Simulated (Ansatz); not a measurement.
The calculation's input:

```
crystal:
  lattice:
    - [2.5862880274, 0.0, 0.0]
    - [0.0, 2.5862880274, 0.0]
    - [0.0, 0.0, 11.3103234631]
  atoms:
    - { symbol: Cu, position: [0.5, 0.5, 0.3415823767] }
    - { symbol: Cu, position: [0.5, 0.5, 0.6584176233] }
    - { symbol: Cu, position: [0.0, 0.0, 0.1812936528] }
    - { symbol: Cu, position: [0.0, 0.0, 0.8187063472] }
    - { symbol: Cu, position: [0.0, 0.0, 0.5] }
    - { symbol: Mo, position: [0.5, 0.5, 0.0] }
basis:
  ecutwfc: 420
kpoints:
  mp_grid: { grid: [12, 12, 4] }
  band_path:
    path:
      - [[0.0, 0.0, 0.0], [0.0, 0.5, 0.0], [0.5, 0.5, 0.0], [0.0, 0.0, 0.0], [0.0, 0.0, 0.5], [0.0, 0.5, 0.5], [0.5, 0.5, 0.5], [0.0, 0.0, 0.5]]
      - [[0.0, 0.5, 0.0], [0.0, 0.5, 0.5]]
      - [[0.5, 0.5, 0.0], [0.5, 0.5, 0.5]]
    npoints: 14
hamiltonian:
  xc: pbe
scf:
  occupations: { method: gaussian, width: 0.1 }
  n_extra_bands: 15
output:
  forces: true
  stress: true
  eigenvalues: true
  populations: true
  dos: { projected: true, de: 0.02, nscf_kmesh: { grid: [15, 15, 5] } }
  bader: true
  write_density: true
  write_potential: true
  elf: true
  volumetric_format: npy
```

Command:

```sh
ansatz run input.yaml --threads 1 --pin off --max-ram 2560MiB --backend cpu --events-out ev --progress --plain --runs-dir out
```

Below, planes, directions and counts refer to the conventional cell (a = 2.59 Å, b = 2.59 Å, c = 11.31 Å, α = 90.00°, β = 90.00°, γ = 90.00°).

Space group P4/mmm; a generated structure, not necessarily the stable one; computed without spin polarisation.

Theory: DFT PBE, scalar-relativistic, plane waves, PAW in Ansatz.

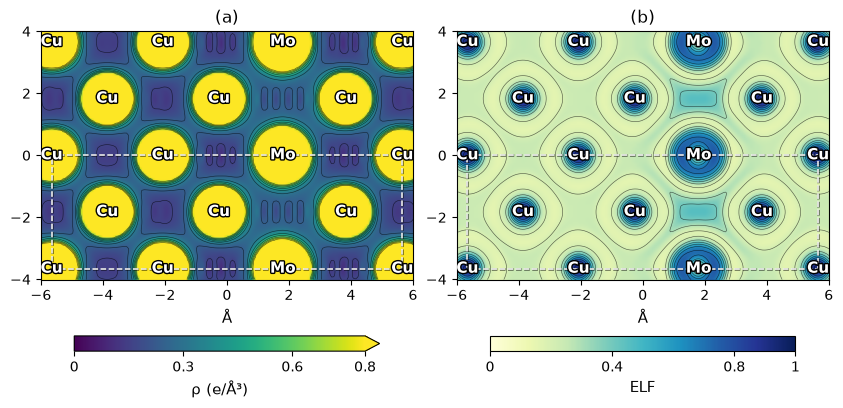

Cu5Mo. (a) valence electron density; (b) electron localisation function on the (11̄0) plane of the conventional cell.

Core electrons are frozen (PAW), and the valence fields are smoothed inside the atomic spheres.

Read the bonding off the picture.

Answer. The section cuts through Cu and Mo sites. Cu–Cu (2.56 Å): ρ at the midpoint is about 0.26 e/Å³; the ELF is about 0.20 at the midpoint (no localised pair shows between them). Cu–Mo (2.75 Å): ρ at the midpoint is about 0.28 e/Å³; the ELF is about 0.25 at the midpoint; no localised pair shows between them. Between the atoms the lowest density in this plane is 0.11 e/Å³. The features right at Cu and Mo lie inside the PAW spheres, where the map follows smoothed inner orbitals and isn't to be read closely.
